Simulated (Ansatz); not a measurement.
```xyz
5

Ga    0.0017   -0.0001   -0.0846
H     0.0055    0.0000    1.4909
H     1.3667    0.0001   -0.8670
H    -1.3676    0.0001   -0.8596
H    -0.0063    0.0000    3.3504
```

Method: Ansatz 0.2.0, UKS B3LYP/def2-SVP.

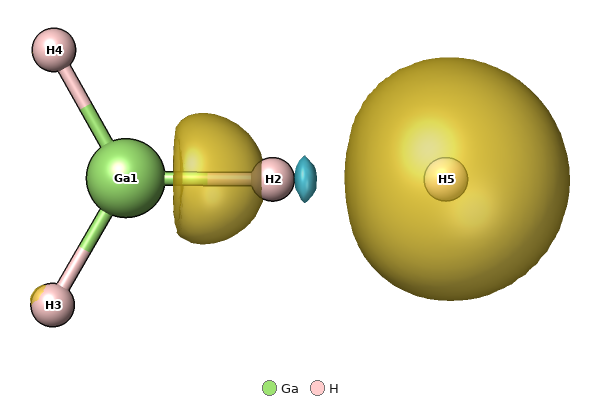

GaH₃···H (doublet). Isosurfaces of the spin density at +0.015 (yellow) and −0.015 e/Å³ (cyan), seen across its widest extent.

Q: Describe the spin distribution.

A: The unpaired spin (1 electron) lies mostly on H5 (about 0.9), in electrons by Hirshfeld's partition.
